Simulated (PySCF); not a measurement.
CuF₂ (charge −1)

Input file:

```
{"job": {"kind": "sp", "xc": "PBE0", "basis": "ma-def2-SVP", "d3": "d3bj", "grid": 2}, "charge": -1, "multiplicity": 1}
Cu     0.015081    -0.003380    -0.015985
F      0.013385    -0.002697     1.819634
F      0.016781    -0.004064    -1.851605
```

Run with:

```sh
OMP_NUM_THREADS=1 python redox_run.py task.json out
```

Geometry: PBE-D3(BJ)/ma-def2-SVP.

Method: DFT single point, gas phase, functional PBE0 in PySCF.

### What will maps of the electron density and electron localisation function show?

Cu–F (1.84 Å): the density is about 0.64 e/Å³ at the midpoint; the ELF peaks at about 0.85 in the valence shell of F, 0.6 Å from its nucleus, and is about 0.10 at the midpoint.

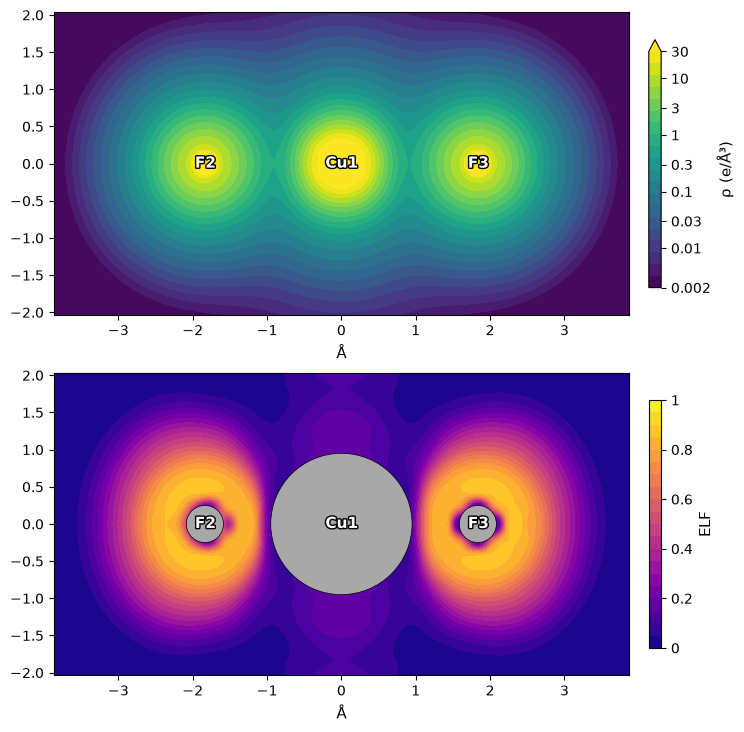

Computed electron density and electron localisation function on a plane that holds the molecular axis, in this order. Grey discs cover the atomic cores in the ELF map. 
